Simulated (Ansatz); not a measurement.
# C2H5AlSi: up Jacob's ladder to CCSD(T)

Aim: compute C2H5AlSi with functionals from several rungs and with coupled cluster. The yardstick is the atomisation energy at the CCSD(T) limit.

Method: functionals in def2-TZVPP, the program's frozen cores in correlated methods; program: Ansatz 0.2.0, Gaussian basis.

The runs, in order: LDA (SPW92), PBE-D4, revPBE-D4, BLYP-D4, r2SCAN-D4, B97M-V, PBE0-D4, B3LYP-D4, r2SCANh-D4, r2SCAN0-D4, HSE06-D4, BHLYP-D4, CAM-B3LYP-D4, LC-ωPBE, ωB97X-V, ωB97M-V, B2PLYP, PBE-QIDH; CCSD(T)/def2-SVP; CCSD(T)/def2-TZVPP; MP2/def2-QZVPP; extrapolation to the limit; RPA on PBE.

## (1) Structure used throughout

All runs share one geometry, relaxed beforehand with PBE0-D4 in a triple-zeta def2 set.

SMILES `C=[C]1[AlH][SiH2]1`, 9 atoms, charge 0, spin multiplicity 1.

Atoms are counted from 1 here; the program's logs count them from 0.

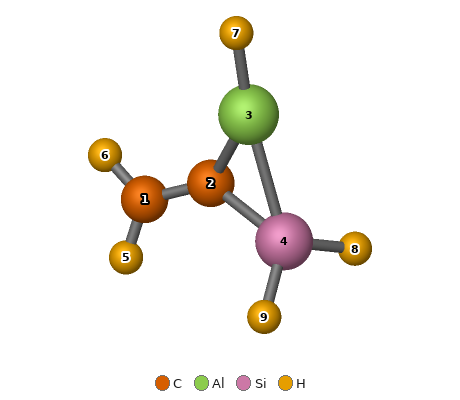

The structure; carbon orange, aluminium green, silicon pink, hydrogen amber; atoms are numbered from 1 in the order of the file.

Coordinates:

```
C    -0.72777    1.20670   -0.84755
C    -0.17187    0.06502   -0.43404
Al    1.58987   -0.72156   -0.35168
Si   -0.16966   -0.88920    1.20145
H    -1.50584    1.72375   -0.28319
H    -0.43527    1.69023   -1.77936
H     2.99786   -0.76218   -1.07553
H    -0.96337   -2.14522    1.06822
H    -0.52535   -0.21382    2.48447
```

## (2) LDA

This LDA is Slater exchange with PW92 correlation.

File in.yaml:

```yaml
crystal:
  periodic: [false, false, false]
  atoms:
    - {symbol: C, position_ang: [-0.727774, 1.206697, -0.847547]}
    - {symbol: C, position_ang: [-0.171868, 0.065015, -0.434044]}
    - {symbol: Al, position_ang: [1.589869, -0.721560, -0.351680]}
    - {symbol: Si, position_ang: [-0.169658, -0.889203, 1.201451]}
    - {symbol: H, position_ang: [-1.505835, 1.723745, -0.283191]}
    - {symbol: H, position_ang: [-0.435272, 1.690225, -1.779357]}
    - {symbol: H, position_ang: [2.997864, -0.762182, -1.075527]}
    - {symbol: H, position_ang: [-0.963374, -2.145221, 1.068223]}
    - {symbol: H, position_ang: [-0.525353, -0.213815, 2.484473]}
basis:
  gaussian: {orbitals: def2-TZVPP}
hamiltonian: {xc: lda}
output: {orbitals: {seedname: orbitals}}
```

Launch:

```sh
$ ansatz run in.yaml --threads 2 --pin off --events-out ev --progress --plain --max-ram 4352MiB
```

Further steps of the session: PBE-D4 (GGA); revPBE-D4 (GGA); BLYP-D4 (GGA); r2SCAN-D4 (meta-GGA); B97M-V (meta-GGA); B3LYP-D4 (hybrid); r2SCANh-D4 (hybrid); r2SCAN0-D4 (hybrid); HSE06-D4 (hybrid); BHLYP-D4 (hybrid); CAM-B3LYP-D4 (range-separated); LC-ωPBE (range-separated); ωB97X-V (range-separated); ωB97M-V (range-separated); B2PLYP (double hybrid); PBE-QIDH (double hybrid); CCSD(T) in def2-SVP; CCSD(T) in def2-TZVPP; MP2 in def2-QZVPP; RPA on PBE orbitals.

Q: Predict the results of all the runs planned. Wanted: atomisation energy, CCSD(T)/CBS; farthest beyond LDA; mean size of error, GGA; mean size of error, meta-GGA; mean size of error, hybrid; mean size of error, range-separated; mean size of error, double hybrid; gap, smallest and largest; T1 diagnostic.

**Answer**, as computed:

| quantity | value |
| --- | --- |
| atomisation energy, CCSD(T)/CBS | 2999.2 kJ/mol |
| functionals within 15.0 kJ/mol (0.5 %) | revPBE-D4, BLYP-D4, PBE0-D4, B3LYP-D4, r2SCANh-D4, HSE06-D4, CAM-B3LYP-D4, ωB97X-V, ωB97M-V, PBE-QIDH |
| farthest beyond LDA | BHLYP-D4 (-74.7 kJ/mol) |
| mean size of error, GGA | 25.0 kJ/mol |
| mean size of error, meta-GGA | 37.0 kJ/mol |
| mean size of error, hybrid | 21.2 kJ/mol |
| mean size of error, range-separated | 9.6 kJ/mol |
| mean size of error, double hybrid | 24.8 kJ/mol |
| gap, smallest and largest | 2.31 eV (LDA (SPW92)), 8.62 eV (LC-ωPBE) |
| T1 diagnostic | 0.0147 |
| triples share of the correlation energy | 4.7 % |

In words: The LDA atomisation energy is off by 410.2 kJ/mol (14 %): it overbinds. PBE-D4 is off by +56.5 kJ/mol. Double hybrids carry the basis error of their MP2 part in triple zeta, and no dispersion term here, so their miss is partly the set-up's. By mean error the best rung here is range-separated (9.6 kJ/mol) and the worst beyond LDA is meta-GGA (37.0 kJ/mol). Misses under about 15.0 kJ/mol are within the doubt on the reference itself, which lacks core-valence correlation, relativity and higher excitations. Hartree-Fock recovers 73 % of the binding; the rest is correlation. CCSD(T) in def2-SVP is off by -165.7 kJ/mol, more than most functionals: a good method in a small basis is no reference. Orbital gaps span 2.3 to 8.6 eV; exact exchange widens them. The restricted reference is unstable towards a spin-broken one.
